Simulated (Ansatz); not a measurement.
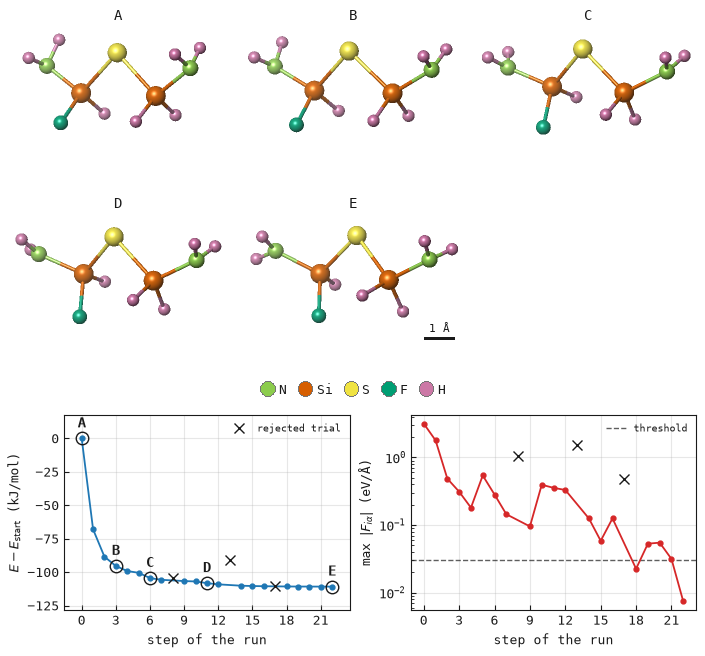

Frames of a relaxation of Si2N2H7SF (coarse preliminary run), marked on the history of the run. Style: ball-and-stick. Shown at a tilt.

The start comes from a force field.

Level of theory: RKS PBE-D4/def2-SVP (Ansatz). Set-up: force threshold 0.03 eV/Å; at most 200 steps.

> Describe the path.

The atom that moves furthest after the best rigid fit is an H atom (1.68 Å). Largest moves by element: H 1.68 Å, F 0.97 Å, Si 0.41 Å, S 0.36 Å, N 0.31 Å. Near-neighbour distances that change, for instance: S–Si 2.084 → 2.205 Å, N–Si 1.620 → 1.713 Å, H–N 0.967 → 1.024 Å, H–Si 1.443 → 1.495 Å. Bond angles that change, for instance: Si–N–H 105.1° → 121.7°, Si–N–H 104.3° → 118.1°, Si–N–H 109.4° → 121.6°. Groups turn about S–Si by about 40°. After 19 accepted moves (22 points after the start) the energy has fallen by 110.8 kJ/mol. The largest force component goes from 3.2 to 0.0074 eV/Å. The line search rejected the trial steps at points 8, 13, 17 of the run. The forces were under the threshold at step 18, but the run went on from there. The run took of the order of 90 core-seconds on a shared host. From step 0 to 3: H atoms move most (0.55 Å), energy −95.3 kJ/mol. From step 3 to 6: an H atom moves most (0.53 Å), energy −9.06 kJ/mol. From step 6 to 11: an H atom moves most (0.40 Å), energy −3.80 kJ/mol. From step 11 to 22: an H atom moves most (0.52 Å), energy −2.60 kJ/mol.

```
step  E − E(0), kJ/mol  largest force component, eV/Å      note
   0              0.00                         3.1659          
   1            -67.95                         1.7913          
   2            -88.43                         0.4852          
   3            -95.33                         0.3116          
   4            -99.14                         0.1808          
   5           -100.44                         0.5413          
   6           -104.38                         0.2826          
   7           -105.68                         0.1445          
   8           -104.51                         1.0469  rejected
   9           -106.62                         0.0954          
  10           -106.92                         0.3948          
  11           -108.18                         0.3554          
  12           -109.07                         0.3304          
  13            -91.17                         1.5202  rejected
  14           -110.10                         0.1252          
  15           -110.33                         0.0585          
  16           -110.48                         0.1254          
  17           -110.13                         0.4775  rejected
  18           -110.67                         0.0226          
  19           -110.72                         0.0530          
  20           -110.74                         0.0549          
  21           -110.76                         0.0315          
  22           -110.78                         0.0074
```
